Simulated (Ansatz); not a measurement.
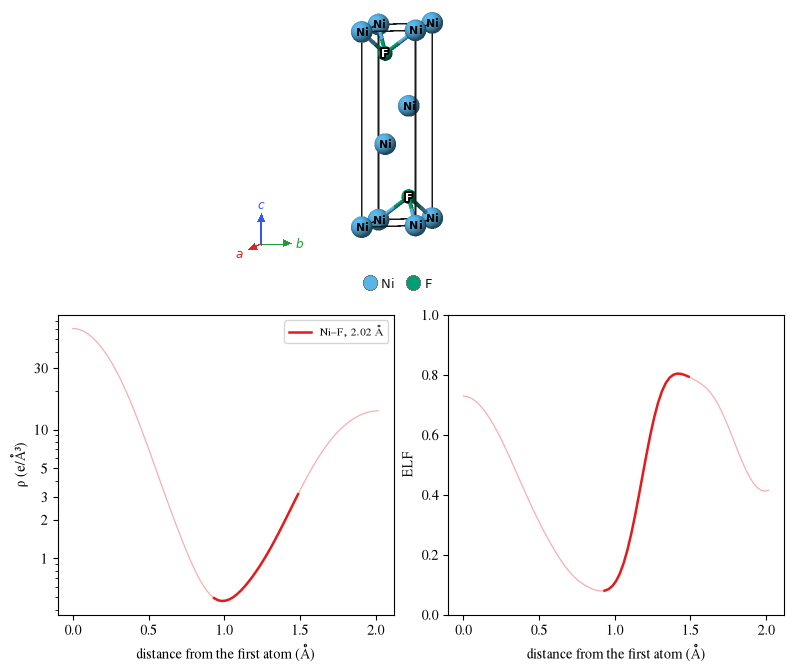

Figure 1: Ni$_{3}$F$_{2}$. Valence pseudo-density and ELF along straight lines between neighbouring atoms. Thin, pale parts lie inside the atomic spheres. The structure is drawn too.

Space group P-3m1; started from the A-type sesquioxide_164 prototype, which need not be the ambient phase; spin-polarised.

All numbers below come from DFT PBE, scalar-relativistic, plane waves, PAW (Ansatz 0.2.0).

Core electrons are frozen (PAW), and the valence fields are smoothed inside the atomic spheres.

### What can be read from the curves?

Ni–F (2.02 Å): ρ is about 0.47 e/Å³ halfway; the ELF peaks at about 0.80 in the valence shell of F, 0.6 Å from its nucleus, and is about 0.10 at the midpoint: no shared electron pair shows on this line.
